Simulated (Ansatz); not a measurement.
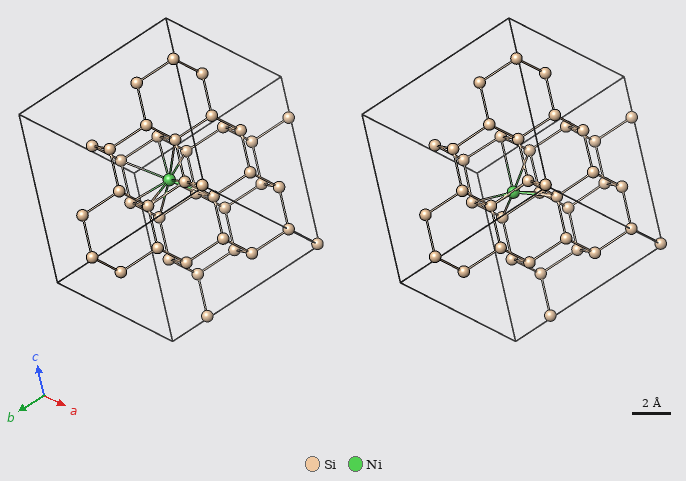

Two geometries of a defect cell of composition Si₃₂Ni, drawn at one scale. One is the start of a relaxation, the other its converged end. Style: ball-and-stick. Shown: the cell of the calculation (origin shifted), from a free direction.

Level of theory: DFT PBE, scalar-relativistic, plane waves, PAW (Ansatz). (plane-wave cutoff 420 eV; k-point mesh 2 × 2 × 2; occupations gaussian; smearing width 0.02 eV; mesh shifted by (0.5, 0.5, 0.5); collinear spin; atoms relaxed in a fixed cell; force threshold 0.02 eV/Å; at most 60 steps)

> Which geometry has the lower energy?

The right one is the relaxed one. Case: Ni interstitial, charge +0, atoms relaxed. The energy falls by 0.142 eV per cell of the calculation in 7 geometry steps. The largest force component goes from 0.55 to 0.0084 eV/Å. The Ni atom moves most: 0.68 Å roughly along −c. By element the largest moves are Ni 0.68 Å, Si 0.09 Å. The lattice vectors keep their values. Near-neighbour distances that change, for instance: Ni–Si 2.469 → 3.139 Å, Ni–Si 2.736 → 3.281 Å, Ni–Si 2.776 → 3.282 Å, Ni–Si 2.871 → 3.281 Å. Bond angles that change, for instance: Si–Ni–Si 129.2° → 160.7°, Si–Si–Ni 177.5° → 158.9°, Si–Ni–Si 90.6° → 109.1°. The program noted that the starting moments weren't kept.
